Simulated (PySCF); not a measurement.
**C₃H₁₃BN₂Si: electronic excitations**

What electronic excitations should C₃H₁₃BN₂Si (`CCCBN[SiH2]N`) show?

Programs: PySCF 2.14.0, with density-fitted response routines of our own. Each step states its level of theory. These are calculated values for one molecule in the gas phase, unless marked as measured. Atoms count from 0, in the outputs and in this text.

### Step 1. Starting geometry

20 atoms, charge 0, multiplicity 1; geometry from: GFN2-xTB.

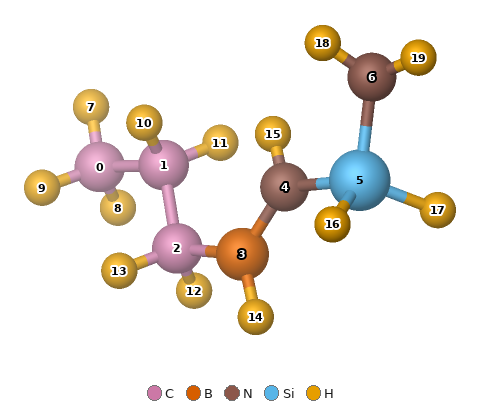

The starting geometry (carbon pink, boron orange, nitrogen brown, silicon blue, hydrogen amber), atoms numbered.

### Step 2. Ultraviolet spectrum: CAM-B3LYP/def2-SVPD

Job settings and geometry (Å):

```
{"job": {"kind": "uv", "xc": "CAM-B3LYP", "basis": "def2-SVPD", "nstates": 8, "ntriplets": 3}, "charge": 0, "multiplicity": 1}
C     -3.195198     0.801129    -0.576636
C     -1.697244     0.542726    -0.447623
C     -1.399191    -0.827186     0.164979
B      0.132194    -1.211319     0.355682
N      1.167450    -0.345784     0.010683
Si     2.890641    -0.577994     0.086297
N      3.501340     0.994987    -0.279306
H     -3.383490     1.780090    -1.013828
H     -3.658681     0.048283    -1.211388
H     -3.673961     0.764412     0.400112
H     -1.256503     1.324457     0.177530
H     -1.240937     0.607186    -1.439309
H     -1.881260    -1.594558    -0.449056
H     -1.897994    -0.886318     1.137840
H      0.418862    -2.255296     0.811580
H      0.897179     0.538350    -0.397228
H      3.227211    -1.114432     1.411899
H      3.380246    -1.444403    -0.988530
H      3.172056     1.778864     0.262802
H      4.492131     1.087486    -0.429232
```

With the program's defaults for keys left out, this is: TDDFT CAM-B3LYP/def2-SVPD, vertical, gas phase, core orbitals frozen in the response.

The run is started by

```console
OMP_NUM_THREADS=1 python probes_run.py task.json out
```

One launch serves the whole session: the jobs run in the order shown.

What it wrote:

```text
coarse grid: 16152 points
cycle   1  E = -545.5348002572  dE =  5.907e-01  |g| = 5.635e-01  |ddm| = 6.595e+00
cycle   2  E = -545.5390918174  dE = -4.292e-03  |g| = 5.788e-01  |ddm| = 1.846e+00
cycle   3  E = -545.6120219125  dE = -7.293e-02  |g| = 5.774e-02  |ddm| = 8.252e-01
cycle   4  E = -545.6127083249  dE = -6.864e-04  |g| = 2.775e-02  |ddm| = 1.474e-01
cycle   5  E = -545.6128998748  dE = -1.915e-04  |g| = 4.990e-03  |ddm| = 4.863e-02
cycle   6  E = -545.6129058253  dE = -5.951e-06  |g| = 1.734e-03  |ddm| = 1.190e-02
final grid: 148584 points
cycle   7  E = -545.6906523415  dE = -4.107e-05  |g| = 4.984e-03  |ddm| = 9.981e-02
cycle   8  E = -545.6906521292  dE =  2.123e-07  |g| = 5.249e-03  |ddm| = 1.625e-02
cycle   9  E = -545.6906583531  dE = -6.224e-06  |g| = 3.788e-04  |ddm| = 7.736e-03
cycle  10  E = -545.6906583797  dE = -2.659e-08  |g| = 2.023e-04  |ddm| = 9.898e-04
cycle  11  E = -545.6906583897  dE = -1.001e-08  |g| = 2.428e-05  |ddm| = 4.155e-04
cycle  12  E = -545.6906583899  dE = -1.842e-10  |g| = 8.297e-06  |ddm| = 7.062e-05
converged SCF energy = -545.6906583899

Static polarisability (au): isotropic 92.567, principal 76.423 90.468 110.810

Singlet excitations
state   eV       nm        f      main configurations
  1   6.5900    188.1   0.02385   H->L 0.83
  2   7.0164    176.7   0.00174   H-1->L+2 0.81, H-2->L+2 0.08
  3   7.3630    168.4   0.00634   H->L+1 0.50, H->L+3 0.24
  4   7.6101    162.9   0.10719   H-2->L 0.60, H-2->L+2 0.10
  5   7.7390    160.2   0.10620   H->L+2 0.37, H-2->L+2 0.28, H-2->L 0.11
  6   7.8119    158.7   0.01176   H-2->L+1 0.47, H-2->L+3 0.14, H-1->L+1 0.09
  7   7.9315    156.3   0.00132   H-1->L+1 0.59, H-1->L 0.18, H-2->L+1 0.12
  8   8.1268    152.6   0.07486   H->L+2 0.31, H-2->L+2 0.31, H->L+5 0.09

Triplet excitations (Tamm-Dancoff, eV): 6.2249 6.4198 6.5176
```

Wall time 87 s (1 thread of Arm Neoverse V1, shared host); peak memory 1.1 GiB.

The orbitals next to the gap, with their largest atomic shares:

```tsv
orbital	eV	atoms
HOMO−3	-10.54	C1 25 %, C2 23 %, C0 10 %
HOMO−2	-9.61	N4 43 %, B3 12 %, N6 12 %
HOMO−1	-9.56	B3 24 %, C2 24 %, N4 11 %
HOMO	-9.05	N6 53 %, Si5 16 %, H16 10 %
LUMO	1.02	Si5 31 %, H19 13 %, N6 13 %
LUMO+1	1.23	B3 35 %, Si5 11 %, C0 6 %
LUMO+2	1.55	B3 40 %, N4 18 %, H14 11 %
```

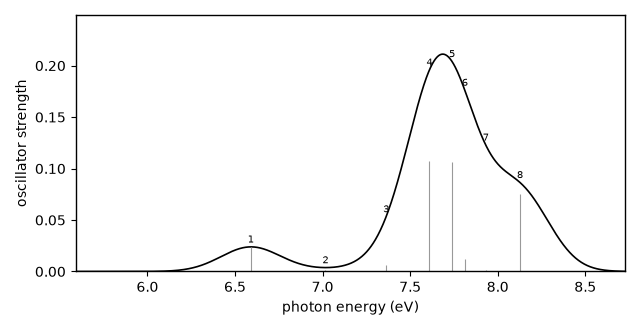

Absorption spectrum from the 8 singlet states computed; above the last one it falls off for lack of states. Lines are broadened to a width of 0.40 eV (Gaussian).

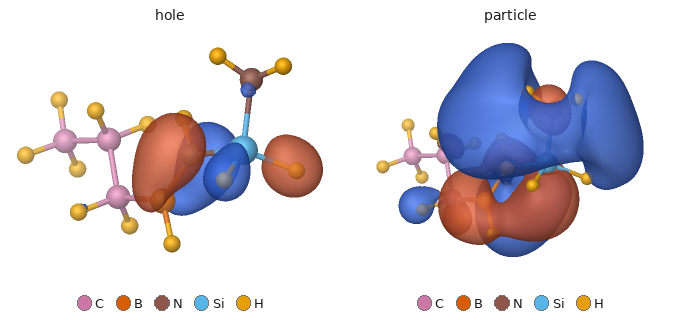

Leading natural transition orbitals of singlet state 4: the electron leaves the hole (left) for the particle orbital (right).

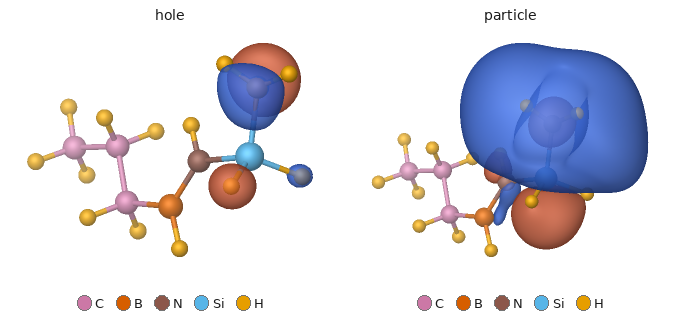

Leading natural transition orbitals of singlet state 1: the electron leaves the hole (left) for the particle orbital (right).

Further results of this job:

```tsv
property	computed
dipole moment (D)	1.92
polarisability (Å³)	13.72
HOMO–LUMO gap (eV)	10.07
−ε(HOMO) (eV)	9.05
```

Orbitals, density, ELF and potential are computed afterwards from the orbital file.

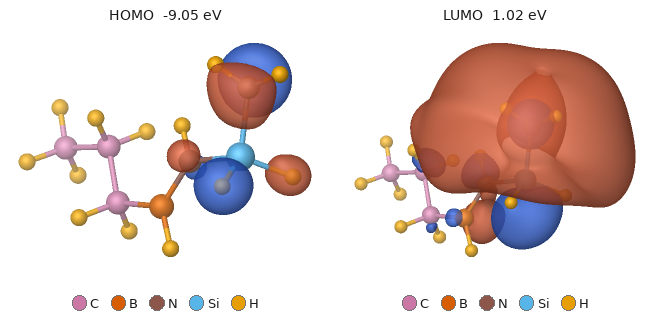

CAM-B3LYP/def2-SVPD orbitals near the gap, drawn at the value that encloses 70 % of each; the two colours are the two signs.

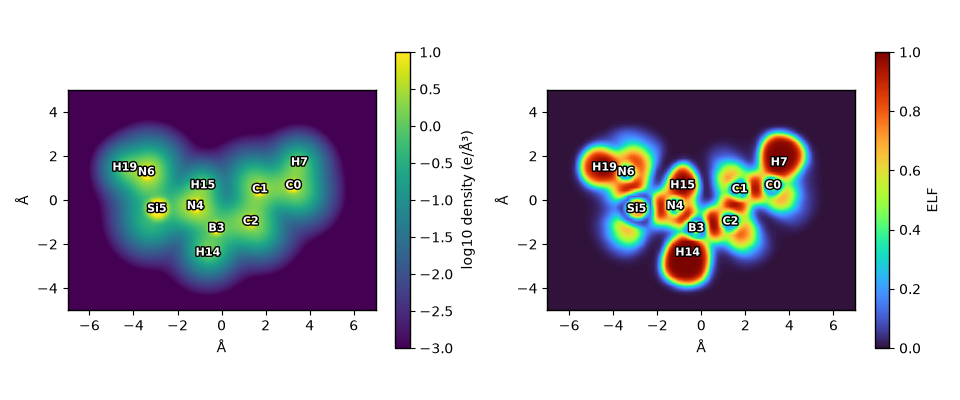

Density (left) and ELF (right) in a plane through or near 11 of the atoms.

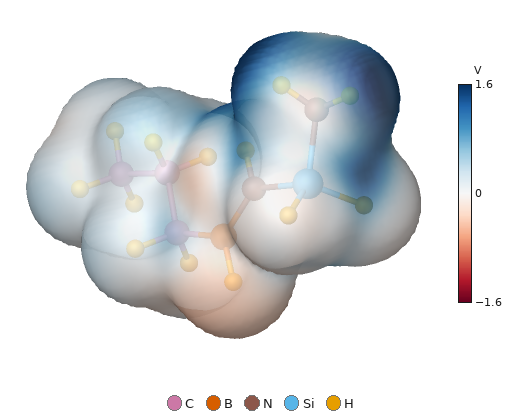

The potential that a unit positive charge feels on the 0.002 e/bohr³ surface, from -0.95 V near N6 to 1.60 V near H18.

### Step 3. Outcome

| quantity | value |
| --- | --- |
| lowest singlet (CAM-B3LYP/def2-SVPD) | 6.59 eV (188 nm), f = 0.024 |
| brightest single state of those computed | state 4, 7.61 eV, f = 0.107 |
| lowest triplet | 6.22 eV |
| surface potential, least and greatest | -0.95 V and 1.60 V |

The first singlet state (HOMO→LUMO 0.83) lies at 6.59 eV and is weak; of the 8 states computed, the strongest absorption comes from state 4 at 7.61 eV (the last state computed is bright too, and its partners may lie past the list). The lowest triplet lies 0.37 eV below the lowest singlet (triplets in Tamm-Dancoff, singlets in full TDDFT).
